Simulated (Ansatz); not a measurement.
# Decaying states in the gap of SrYAlO4

Aim: relax a made-up compound, SrYAlO4, and see how good a tunnel barrier it would be. It is built by putting Y for La in the SrLaAlO4 structure of space group I4mm, with the volume rescaled by atomic radii. The parent structure comes from the Materials Project.

Program: Ansatz 0.2.0. Level of theory: PBEsol DFT, plane waves, PAW files, in the first sound run; inputs show where later runs differ. Results are calculated unless marked as measured.

The structure was built from a prototype and need not be the compound's stable phase.

**1. Set-up**

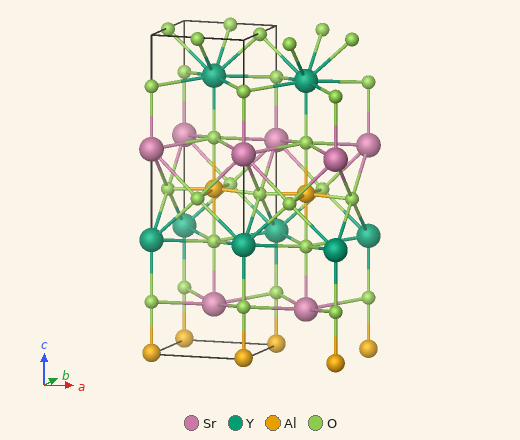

Start, viewed slightly off an axis; strontium pink, yttrium teal, aluminium orange, oxygen green. 2×1×1 cells are drawn. This picture shows the conventional cell, with its axes. Some periodic images of atoms are drawn too.

**2. Relaxing the new crystal**

The substituted atoms don't fit the parent's cell, so cell and atoms relax together. A small smearing keeps the run stable in case the gap closes on the way.

File input.yaml:

```yaml
crystal:
  lattice:
    - [-1.8707395313, 1.8707395313, 6.1866534068]
    - [1.8707395313, -1.8707395313, 6.1866534068]
    - [1.8707395313, 1.8707395313, -6.1866534068]
  atoms:
    - { symbol: Sr, position: [0.642178, 0.642178, 0.0] }
    - { symbol: "Y", position: [0.358092, 0.358092, 0.0] }
    - { symbol: Al, position: [0.004376, 0.004376, 0.0] }
    - { symbol: O, position: [0.8394, 0.8394, 0.0] }
    - { symbol: O, position: [0.164277, 0.164277, 0.0] }
    - { symbol: O, position: [0.995839, 0.495839, 0.5] }
    - { symbol: O, position: [0.495839, 0.995839, 0.5] }
kpoints:
  mp_grid: { grid: [8, 8, 8] }
scf:
  occupations: { method: gaussian, width: 0.03 }
hamiltonian:
  xc: pbesol
output:
  forces: true
  stress: true
relax:
  f_tol: 0.02
  max_steps: 60
  cell: {}
```

Started as:

```sh
> ansatz run input.yaml --threads 2 --pin off --max-ram 4096MiB --backend cpu --events-out ev --progress --plain --runs-dir out
```

Numbers of over 12 decimals in the logs are rounded to 6 here.

Output:

```text
basis.fft_grid_basis auto: the FFT boxes are laid along the combinations [[1, 0, 1], [0, 1, 1], [0, 0, 1]] of the cell's own vectors, 3.741, 3.741 and 6.729 Å long. The dense box has 27×27×45 points. Along the cell's own vectors, as sized, it would have 45×45×45, 2.78 times as many. Of the 8 symmetry operations that the crystal satisfies within crystal.symmetry.tolerance (time reversal apart; of a slab, those that ke [...]
Engine: ansatz 0.2.0, x86_64-unknown-linux-gnu
Pseudopotentials: kind: paw
Pseudopotential: Sr, paw, valence charge 10, recommended cutoff 420 eV (normal), Sr.paw.azcp
Pseudopotential: Y, paw, valence charge 11, recommended cutoff 420 eV (normal), Y.paw.azcp
Pseudopotential: Al, paw, valence charge 3, recommended cutoff 420 eV (normal), Al.paw.azcp
Pseudopotential: O, paw, valence charge 6, recommended cutoff 420 eV (normal), O.paw.azcp
Functional definition: PBEsol
  exchange = pbesol_x
  correlation = pbesol_c
Crystal: 7 atoms, lattice volume = 86.605 Å³
Basis set: ecut = 420 eV, 1657 PW (Γ), FFT grids on a1+a3, a2+a3, a3, exchange–correlation on 54×54×90 points (8 copies of the dense FFT grid, shifted against one another)
Bands: 31, of which v1, the nominal top of the filled ones, is band 24 counted from 1 (23 counted from 0)
Symmetry: 8 space group operations
Space group: I4mm (ITA 107), of the structure as read, at distance tolerance 4.4e-5 Å
k-points: 59 of 512 (time reversal used)
Non-local potential: Sr, projectors of the file, l = 0: 3, l = 1: 2, l = 2: 2
Non-local potential: Y, projectors of the file, l = 0: 3, l = 1: 2, l = 2: 2, l = 3: 1
Non-local potential: Al, projectors of the file, l = 0: 2, l = 1: 2, l = 2: 1
Non-local potential: O, projectors of the file, l = 0: 2, l = 1: 2, l = 2: 1
PAW form: soft (Blöchl's): semilocal exchange-correlation on the pseudo side does not see the compensation charge
PAW frozen core: Sr, regenerated for the run's functional, and the local potential with it (the file was generated under x = pbe(κ = 0.804, μ = 0.219515), c = pbe(β = 0.066725))
PAW frozen core: Y, regenerated for the run's functional, and the local potential with it (the file was generated under x = pbe(κ = 0.804, μ = 0.219515), c = pbe(β = 0.066725))
PAW frozen core: Al, regenerated for the run's functional, and the local potential with it (the file was generated under x = pbe(κ = 0.804, μ = 0.219515), c = pbe(β = 0.066725))
PAW frozen core: O, regenerated for the run's functional, and the local potential with it (the file was generated under x = pbe(κ = 0.804, μ = 0.219515), c = pbe(β = 0.066725))
PAW one-centre angular grid: Sr, 110 points (default); XC on 64 Gauss nodes
PAW one-centre angular grid: Y, 590 points (default); XC on 64 Gauss nodes
PAW one-centre angular grid: Al, 110 points (default); XC on 64 Gauss nodes
PAW one-centre angular grid: O, 110 points (default); XC on 64 Gauss nodes
Initial density: superposition of atomic densities (neutral atoms: chi_scale 0, normalization atom), corrected by the library's trained network
Initial wavefunctions: pseudopotential atomic-orbital guess
Functional: x = pbesol(κ = 0.804, μ = 0.123457), c = pbesol(β = 0.046)
SCF iter   1: F=—  HF=-10067.470081 eV  |F-HF|=—  |Δ(HF+E_count)|=         —  Δρ=1.57e-2  dr2=1.85e-1  ethr=1.77e-3  ⟨swp⟩=8.7  Hψ=9778  notcnv=0  defer=4
preconditioner: auto → Resta (q_TF=auto, 2.473 Å⁻¹)  ε∞=4.1  [insulator: Δε(μ)=2.824 eV  Ē_g=15.034 eV  σ=0.030 eV  W_gap=1.00  n_scr=24 (ndim 8)  ℏωp=26.5 eV  f_vac=0.000  D(μ)=0.00/eV (n_scr^D=0)  ε∞_Penn≈4.1]
SCF iter   2: F=—  HF=-10067.427887 eV  |F-HF|=—  |Δ(HF+E_count)|=   4.22e-2  Δρ=3.70e-3  dr2=1.49e-2  ethr=3.86e-4  ⟨swp⟩=2.0  Hψ=3255  notcnv=0  defer=98
SCF iter   3: F=—  HF=-10067.425129 eV  |F-HF|=—  |Δ(HF+E_count)|=   2.76e-3  Δρ=1.08e-3  dr2=1.11e-3  ethr=3.11e-5  ⟨swp⟩=2.0  Hψ=2537  notcnv=0  defer=98
SCF iter   4: F=—  HF=-10067.424904 eV  |F-HF|=—  |Δ(HF+E_count)|=   2.24e-4  Δρ=2.58e-4  dr2=7.38e-5  ethr=2.31e-6  ⟨swp⟩=2.5  Hψ=3057  notcnv=0  defer=98
SCF iter   5: F=—  HF=-10067.424906 eV  |F-HF|=—  |Δ(HF+E_count)|=   1.35e-6  Δρ=6.61e-5  dr2=4.42e-6  ethr=1.54e-7  ⟨swp⟩=2.3  Hψ=2543  notcnv=0  defer=98
SCF iter   6: F=—  HF=-10067.424906 eV  |F-HF|=—  |Δ(HF+E_count)|=   2.96e-8  Δρ=2.90e-5  dr2=5.44e-7  ethr=9.21e-9  ⟨swp⟩=2.4  Hψ=2693  notcnv=0  defer=98
SCF iter   7: F=-10067.424906 eV  HF=-10067.424906 eV  |F-HF|=9.64e-9  |Δ(HF+E_count)|=   6.28e-8  Δρ=6.17e-6  dr2=3.18e-8  ethr=2.08e-10  ⟨swp⟩=5.0  Hψ=7076  notcnv=0
SCF 1 converged in 7 iterations: F = -10067.424906 eV  dr2 = 3.18e-8
  greatest PAW one-centre occupation: 0.993 electrons in one spin orbital (limit 2), on the Y atom at site 1 (counted from 0), in its partial waves of l = 0
relax step   1: F+E_penalty+E_count = -10067.42490570 eV  Δ(F+E_penalty+E_count) = +0.000e0 eV  max|allowed force component| = 1.044e0 eV/Å  Δτ_max = 0.0000 Å  P = -8.751 GPa  Ω = 86.605 Å³  (7 SCF iters, dr2 threshold 1.00e-7 eV, accepted)
Crystal: 7 atoms, lattice volume = 80.406 Å³
Basis set: ecut = 420 eV, 1583 PW (Γ), FFT grids on a1+a3, a2+a3, a3, exchange–correlation on 54×54×90 points (8 copies of the dense FFT grid, shifted against one another)
Initial density: handed on by an earlier stage of this run
Initial wavefunctions: those handed on with the density
iter 1 solved again at ethr=2.40e-4 eV; its pass at ethr=3.10e-3 eV (dr2=1.15e-1 eV) is discarded
SCF iter   1: F=—  HF=-10067.560450 eV  |F-HF|=—  |Δ(HF+E_count)|=         —  Δρ=1.29e-2  dr2=1.17e-1  ethr=2.40e-4  ⟨swp⟩=1.7  Hψ=11215  notcnv=0
preconditioner: auto → Resta (q_TF=auto, 2.504 Å⁻¹)  ε∞=4.0  [insulator: Δε(μ)=3.903 eV  Ē_g=15.895 eV  σ=0.030 eV  W_gap=1.00  n_scr=24 (ndim 8)  ℏωp=27.5 eV  f_vac=0.000  D(μ)=0.00/eV (n_scr^D=0)  ε∞_Penn≈4.0]
SCF iter   2: F=—  HF=-10067.532464 eV  |F-HF|=—  |Δ(HF+E_count)|=   2.80e-2  Δρ=5.70e-3  dr2=2.16e-2  ethr=2.40e-4  ⟨swp⟩=2.3  Hψ=2972  notcnv=0
SCF iter   3: F=—  HF=-10067.527337 eV  |F-HF|=—  |Δ(HF+E_count)|=   5.13e-3  Δρ=2.54e-3  dr2=4.71e-3  ethr=4.51e-5  ⟨swp⟩=2.2  Hψ=3235  notcnv=0  defer=14
SCF iter   4: F=—  HF=-10067.526355 eV  |F-HF|=—  |Δ(HF+E_count)|=   9.82e-4  Δρ=7.16e-4  dr2=3.43e-4  ethr=9.81e-6  ⟨swp⟩=2.1  Hψ=2886  notcnv=0  defer=14
SCF iter   5: F=—  HF=-10067.526358 eV  |F-HF|=—  |Δ(HF+E_count)|=   3.51e-6  Δρ=3.80e-4  dr2=7.98e-5  ethr=7.15e-7  ⟨swp⟩=2.0  Hψ=3087  notcnv=0  defer=14
SCF iter   6: F=—  HF=-10067.526348 eV  |F-HF|=—  |Δ(HF+E_count)|=   9.96e-6  Δρ=8.32e-5  dr2=4.66e-6  ethr=1.66e-7  ⟨swp⟩=2.0  Hψ=2578  notcnv=0  defer=14
[...]
SCF iter   8: F=-10067.681129 eV  HF=-10067.681129 eV  |F-HF|=8.91e-9  |Δ(HF+E_count)|=   2.43e-7  Δρ=8.28e-6  dr2=4.52e-8  ethr=1.46e-9  ⟨swp⟩=5.0  Hψ=6226  notcnv=0
SCF 3 converged in 8 iterations: F = -10067.681129 eV  dr2 = 4.52e-8
relax step   3: F+E_penalty+E_count = -10067.68112902 eV  Δ(F+E_penalty+E_count) = -1.548e-1 eV  max|allowed force component| = 4.517e-1 eV/Å  Δτ_max = 0.0931 Å  P = +1.073 GPa  Ω = 81.418 Å³  energy of the carried Pulay correction = +2.020e-2 eV  (8 SCF iters, dr2 threshold 7.00e-7 eV, accepted)
[... from here on, the SCF cycles and remarks between the steps are left out ...]
relax step   4: F+E_penalty+E_count = -10067.69083304 eV  Δ(F+E_penalty+E_count) = -9.704e-3 eV  max|allowed force component| = 2.467e-1 eV/Å  Δτ_max = 0.0237 Å  P = -0.146 GPa  Ω = 81.951 Å³  energy of the carried Pulay correction = +1.807e-2 eV  (6 SCF iters, dr2 threshold 7.00e-7 eV, accepted)
relax step   5: F+E_penalty+E_count = -10067.69421833 eV  Δ(F+E_penalty+E_count) = -3.385e-3 eV  max|allowed force component| = 1.826e-1 eV/Å  Δτ_max = 0.0162 Å  P = +0.011 GPa  Ω = 81.932 Å³  energy of the carried Pulay correction = +1.814e-2 eV  (5 SCF iters, dr2 threshold 7.00e-7 eV, accepted)
relax step   6: F+E_penalty+E_count = -10067.69534701 eV  Δ(F+E_penalty+E_count) = -1.129e-3 eV  max|allowed force component| = 9.391e-2 eV/Å  Δτ_max = 0.0179 Å  P = -0.166 GPa  Ω = 82.044 Å³  energy of the carried Pulay correction = +1.769e-2 eV  (5 SCF iters, dr2 threshold 7.00e-7 eV, accepted)
relax step   7: F+E_penalty+E_count = -10067.69703485 eV  Δ(F+E_penalty+E_count) = -1.688e-3 eV  max|allowed force component| = 3.264e-2 eV/Å  Δτ_max = 0.0057 Å  P = +0.089 GPa  Ω = 81.895 Å³  energy of the carried Pulay correction = +1.829e-2 eV  (5 SCF iters, dr2 threshold 5.51e-7 eV, accepted)
relax step   8: F+E_penalty+E_count = -10067.69703072 eV  Δ(F+E_penalty+E_count) = +4.124e-6 eV  max|allowed force component| = 4.113e-3 eV/Å  Δτ_max = 0.0030 Å  P = +0.028 GPa  Ω = 81.922 Å³  energy of the carried Pulay correction = +1.818e-2 eV  (5 SCF iters, dr2 threshold 6.66e-8 eV, accepted)
relax step   9: F+E_penalty+E_count = -10067.68378955 eV  Δ(F+E_penalty+E_count) = +1.324e-2 eV  max|allowed force component| = 5.101e-3 eV/Å  Δτ_max = 0.0000 Å  P = -0.283 GPa  Ω = 81.922 Å³  stress off target by 3.59e-1 GPa  SCF on the basis re-selected at this cell (its energy is not comparable with the rows above)  (7 SCF iters)
relax step  10: F+E_penalty+E_count = -10067.68470614 eV  Δ(F+E_penalty+E_count) = -9.166e-4 eV  max|allowed force component| = 2.047e-2 eV/Å  Δτ_max = 0.0015 Å  P = +0.177 GPa  Ω = 81.703 Å³  energy of the carried Pulay correction = +8.626e-4 eV  (4 SCF iters, dr2 threshold 3.22e-7 eV, accepted)
relax step  11: F+E_penalty+E_count = -10067.68447622 eV  Δ(F+E_penalty+E_count) = +2.299e-4 eV  max|allowed force component| = 1.532e-2 eV/Å  Δτ_max = 0.0018 Å  P = +0.022 GPa  Ω = 81.778 Å³  energy of the carried Pulay correction = +5.707e-4 eV  (4 SCF iters, dr2 threshold 1.37e-7 eV, accepted)
iter 1 solved again at ethr=2.44e-6 eV; its pass at ethr=3.10e-3 eV (dr2=1.17e-3 eV) is discarded
SCF iter   1: F=—  HF=-10067.684147 eV  |F-HF|=—  |Δ(HF+E_count)|=         —  Δρ=2.16e-5  dr2=1.86e-7  ethr=2.44e-6  ⟨swp⟩=3.1  Hψ=14516  notcnv=0
eigensolver tolerance schedule: the retry pair's looser diagonalisation over-reported the residual by 6273.68 of it (diagonalisation noise at an unbounded share of the residual, at the tolerance the schedule requests for it); recorded, not acted on — ethr = c·dr2/N_el stays at c = 1.0e-1
preconditioner: auto → Resta (q_TF=auto, 2.496 Å⁻¹)  ε∞=4.0  [insulator: Δε(μ)=3.602 eV  Ē_g=15.673 eV  σ=0.030 eV  W_gap=1.00  n_scr=24 (ndim 8)  ℏωp=27.2 eV  f_vac=0.000  D(μ)=0.00/eV (n_scr^D=0)  ε∞_Penn≈4.0]
SCF iter   2: F=—  HF=-10067.683956 eV  |F-HF|=—  |Δ(HF+E_count)|=   1.91e-4  Δρ=1.08e-5  dr2=6.82e-8  ethr=3.88e-10  ⟨swp⟩=4.0  Hψ=4697  notcnv=0
SCF iter   3: F=—  HF=-10067.683956 eV  |F-HF|=—  |Δ(HF+E_count)|=   3.52e-9  Δρ=5.92e-6  dr2=1.72e-8  ethr=1.42e-10  ⟨swp⟩=2.0  Hψ=2261  notcnv=0
SCF iter   4: F=—  HF=-10067.683956 eV  |F-HF|=—  |Δ(HF+E_count)|=  9.97e-10  Δρ=2.22e-6  dr2=3.22e-9  ethr=3.58e-11  ⟨swp⟩=2.6  Hψ=3072  notcnv=0
SCF iter   5: F=—  HF=-10067.683956 eV  |F-HF|=—  |Δ(HF+E_count)|=  3.62e-10  Δρ=9.17e-7  dr2=4.12e-10  ethr=6.70e-12  ⟨swp⟩=2.2  Hψ=2836  notcnv=0
SCF iter   6: F=—  HF=-10067.683956 eV  |F-HF|=—  |Δ(HF+E_count)|=  9.09e-12  Δρ=5.02e-7  dr2=1.39e-10  ethr=1.00e-12  ⟨swp⟩=2.3  Hψ=2888  notcnv=0
SCF iter   7: F=-10067.683956 eV  HF=-10067.683956 eV  |F-HF|=1.82e-11  |Δ(HF+E_count)|=  3.64e-12  Δρ=1.70e-7  dr2=2.12e-11  ethr=1.00e-12  ⟨swp⟩=5.0  Hψ=6755  notcnv=0
SCF 12 converged in 7 iterations: F = -10067.683956 eV  dr2 = 2.12e-11
relax step  12: F+E_penalty+E_count = -10067.68395574 eV  Δ(F+E_penalty+E_count) = +5.205e-4 eV  max|allowed force component| = 1.523e-2 eV/Å  Δτ_max = 0.0000 Å  P = +0.015 GPa  Ω = 81.778 Å³  stress off target by 1.64e-2 GPa  SCF on the basis re-selected at this cell (its energy is not comparable with the rows above)  (7 SCF iters)
basis re-selected at this cell: Δ(F+E_penalty+E_count) = +5.205e-4 eV, ΔP = -0.007 GPa vs the last step (what re-selecting the basis moved, of the pressure what is left beyond the Pulay correction that the steps carried, after the strain that the cell walked since its last selection, with what the two solves' SCF thresholds leave and, on support functions, any second-order correction that the steps lacked; it is no m [...]
SCF converged after 7 iterations
Free energy (F): -10067.683956 eV
Harris-Foulkes:  -10067.683956 eV  (|F-HF|=1.82e-11)
Internal energy: -10067.683956 eV  (E = F + TS)
E sigma→0 (E₀):  -10067.683956 eV
Fermi energy:    11.510796 eV
--- Per-component energies (eV) ---
  E_band       = -65.119230
  E_kinetic    = 1289.013658
  E_local      = -2178.380191  (includes V_loc(G=0)·N_el)
  E_nonlocal   = 456.971565
  E_hartree    = 692.460237
  E_xc         = -682.874414
  E_vxc        = -774.432865  (∫ρ·V_xc dr)
  E_paw        = -6482.601241  (= ΣΔE_a)
  E_vpaw       = -243.221834  (= ΣTr[D̂ρ^β])
  E_aug_tail   = 0.009924  (compensation charges beyond the density's cutoff)
  E_ewald      = -3162.726904
  E_core_change = 0.443411  (= ΣΔE_core)
  E_smearing   = -0.000000  (= −TS)
  E_closure    = 0.000000  (closes the sum)
  Σ components = -10067.683956   (vs F -10067.683956, Δ=0.00e0)
--- Forces (eV/Å), atoms counted from 1 ---
  atom   1  Sr     0.00000000    -0.00000000    -0.01205797
  atom   2  Y     -0.00000000     0.00000000     0.01522655
  atom   3  Al    -0.00000000     0.00000000     0.00032613
  atom   4  O      0.00000000    -0.00000000    -0.01390437
  atom   5  O     -0.00000000    -0.00000000     0.00406815
  atom   6  O      0.00000000    -0.00000000     0.00316610
  atom   7  O      0.00000000    -0.00000000     0.00316610
  max |Σ_I F_I| component: 9.32e-6 eV/Å
--- Stress (GPa, compression-positive) ---
        0.016388       0.000000       0.000000
        0.000000       0.016388       0.000000
        0.000000      -0.000000       0.011615
  P = ⅓ Tr σ = 0.0148 GPa (0.148 kbar)
--- Relaxed structure (10 steps of the walk, 10 accepted, 2 SCFs on fresh bases) ---
  F+E_penalty+E_count = -10067.68395574 eV   max|allowed force component| = 1.523e-2 eV/Å   (the final SCF, on the basis selected at the relaxed cell)
  cell:  # Å, volume = 81.7779 Å³
    - [-1.842660, 1.842660, 6.021235]
    - [1.842660, -1.842660, 6.021235]
    - [1.842660, 1.842660, -6.021235]
  atoms:
    - { symbol: Sr, position: [0.644896, 0.644896, 0] }
    - { symbol: Y, position: [0.360565, 0.360565, 0] }
    - { symbol: Al, position: [0.00108601, 0.00108601, 0] }
    - { symbol: O, position: [0.838510, 0.838510, 0] }
    - { symbol: O, position: [0.171989, 0.171989, 0] }
    - { symbol: O, position: [0.991477, 0.491477, 0.5] }
    - { symbol: O, position: [0.491477, 0.991477, 0.5] }
```

Elapsed: 50 s, on 2 threads of Intel Xeon Platinum 8488C (Sapphire Rapids), shared host; peak memory 0.51 GiB; 98 s of CPU time.

The steps of the relaxation:

```csv
step,energy less that of the first step (eV),largest force component (eV/Å),pressure (GPa),volume (Å³)
1,0.0000,1.0440,-8.75,86.60
2,-0.1014,1.7448,3.68,80.41
3,-0.2562,0.4517,1.07,81.42
4,-0.2659,0.2467,-0.15,81.95
5,-0.2693,0.1826,0.01,81.93
6,-0.2704,0.0939,-0.17,82.04
7,-0.2721,0.0326,0.09,81.90
8,-0.2721,0.0041,0.03,81.92
9*,-0.2589,0.0051,-0.28,81.92
10,-0.2598,0.0205,0.18,81.70
11,-0.2596,0.0153,0.02,81.78
12*,-0.2591,0.0152,0.01,81.78
```

Relaxation steps marked * repeat the geometry before them on a plane-wave basis chosen anew for their cell, so energy and pressure can jump there.

The run keeps the 8 symmetry operations that it works with, so distortions that break them were not tested.

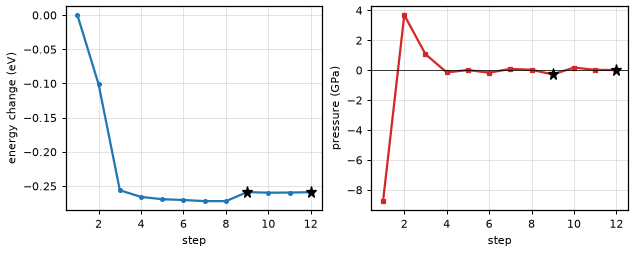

Energy and pressure along the relaxation. Stars mark steps on a basis chosen anew.

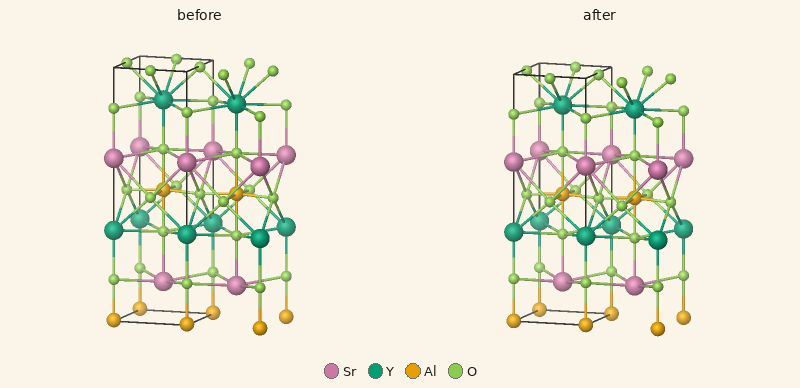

The structure before and after the relaxation, drawn at the same scale.

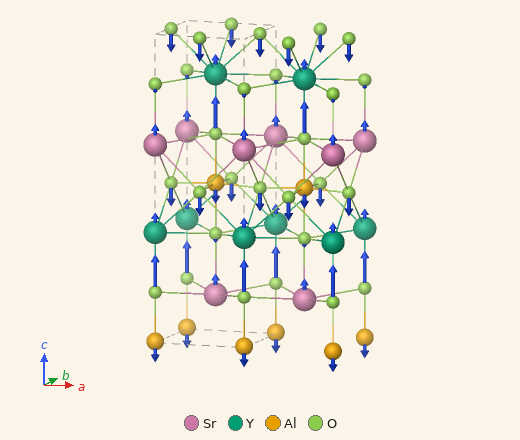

Displacements in the relaxation, exaggerated, measured against the changing cell; the longest in the cell stands for 0.09 Å. 2×1×1 conventional cells are drawn. Some periodic images of atoms are drawn too.

```csv
"conventional cell, symmetrised",before,after,change
a (Å),3.741,3.685,-1.5 %
b (Å),3.741,3.685,-1.5 %
c (Å),12.373,12.042,-2.7 %
volume (Å³/atom),12.37,11.68,-5.6 %
```

The atoms that moved most (Å, as changes of fractional coordinates times the final cell):

```csv
atom,dx,dy,dz,length
O5,0.000,0.000,0.093,0.093
O6,0.000,0.000,-0.053,0.053
O7,0.000,0.000,-0.053,0.053
Al3,0.000,0.000,-0.040,0.040
Sr1,0.000,0.000,0.033,0.033
Y2,0.000,0.000,0.030,0.030
O4,0.000,0.000,-0.011,0.011
```

This step gave:

```yaml
free_energy: -10067.6840 eV
fermi_energy: 11.51 eV
pressure: 0.01480 GPa
```

The largest force component on a free atom ends at 0.015 eV/Å.

(Continued in part 2 of 3.)

[Logs are printed without paths, hosts, clocks, repeated set-up lines and the standing remarks that a program may print on its own settings, such as how far it seeks lower states.]

[Hosts, paths, dates, database ids (printed as entryN), source tags and the programs' standing remarks are cut or masked in the printed files.]
